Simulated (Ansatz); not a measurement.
**AsH₂ (doublet): B2PLYP, RPA-PBE over a scan of the scale of all distances, cc-pVDZ**

Aim: run AsH₂ (doublet) with these functionals over a scan of the scale of all distances, and hold them against the top wave-function level at the same points.

Computed with Ansatz 0.2.0, Gaussian basis. Level: cc-pVDZ, all electrons in the functionals, frozen cores in the correlation of double hybrids and RPA.

To be run: B2PLYP, RPA-PBE, at 0.896; 1.000; 1.133; 1.299; 1.496; 1.760; 1.999; 2.356.

22 further runs of the same task are left out: 4 for a known fault of the program, 12 that didn't finish, 6 set aside as unsound or not needed.

**1. The system**

The geometry derives from a PBE0/def2-TZVP stationary point (not a proven minimum). All distances are scaled together. No spin-orbit coupling is included. The filled d shell of As may be among the frozen orbitals whatever the setting's name suggests; the logs give the count.

3 atoms, charge 0, spin multiplicity 2.

Atoms are counted from 1 here; the program's logs count them from 0.

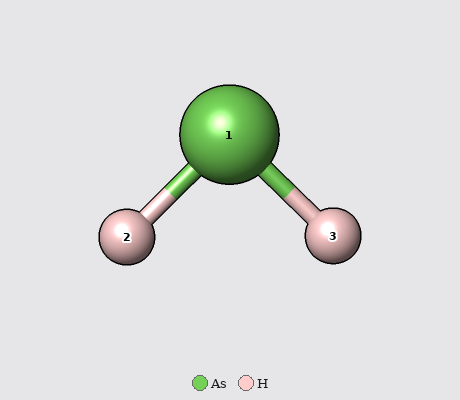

The geometry (arsenic green, hydrogen pink); atoms are numbered from 1 in the order of the file.

Geometry (Å):

```
As    0.00000   -0.02810    0.00000
H     0.00000    1.04450   -1.08590
H     0.00000    1.04449    1.08590
```

No dispersion term is added.

The geometry shown and the zero of energy belong to the point 1.000. The yardstick, FCI, and other wave-function levels (R restricted, U unrestricted, valence and pair active spaces) come from earlier runs.

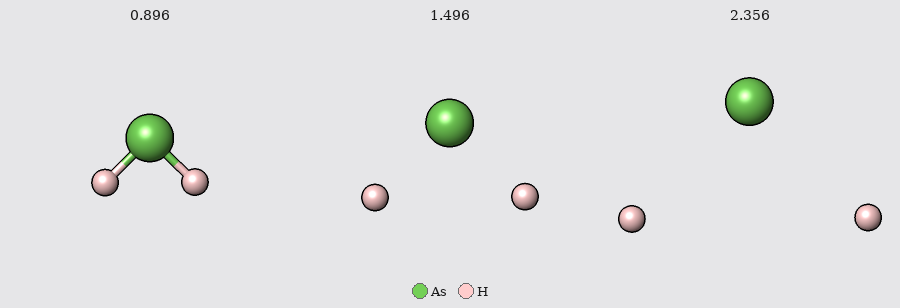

Three points of the scan; sticks are drawn by distance.

**2. B2PLYP, 0.896**

Contents of in.yaml:

```yaml
crystal:
  periodic: [false, false, false]
  atoms:
    - {symbol: As, position_ang: [0.000000, -0.025181, 0.000000]}
    - {symbol: H, position_ang: [0.000000, 0.935872, -0.972963]}
    - {symbol: H, position_ang: [0.000000, 0.935865, 0.972970]}
basis:
  gaussian: {orbitals: cc-pVDZ}
magnetization: {spin_polarized: true, initial_magnetization: 1}
hamiltonian: {xc: {name: B2PLYP}}
correlation: {electrons: outside_noble_gas}
```

Started as:

```sh
$ ansatz run in.yaml --threads 1 --pin off --events-out ev --progress --plain --max-ram 2393MiB
```

The runs that follow: B2PLYP, 1.000; B2PLYP, 1.133; B2PLYP, 1.299; B2PLYP, 1.496; B2PLYP, 1.760; B2PLYP, 1.999; B2PLYP, 2.356; RPA-PBE, 0.896; RPA-PBE, 1.000; RPA-PBE, 1.133; RPA-PBE, 1.299; RPA-PBE, 1.496; RPA-PBE, 1.760; RPA-PBE, 1.999; RPA-PBE, 2.356.

Before running them: what should the planned runs give, taken together? Wanted: span of the FCI curve; largest miss, B2PLYP; largest miss, RPA-PBE.

The runs gave:

| quantity | value |
| --- | --- |
| span of the FCI curve | 124.9 kcal/mol |
| largest miss, B2PLYP | +11.1 kcal/mol (1.496) |
| largest miss, RPA-PBE | +10.5 kcal/mol (1.760) |

**Reading.** Of the functionals, RPA-PBE keep the smallest largest miss at the points compared (at most 10.5 kcal/mol) and B2PLYP strays most (11.1 kcal/mol, at 1.496). B2PLYP, RPA-PBE clearly break the spin symmetry at some points (⟨S²⟩ up to 1.96 above the pure value), so energy there is bought with a mixed spin. Functionals and the yardstick converge differently with the basis, so part of each miss in cc-pVDZ is the basis.
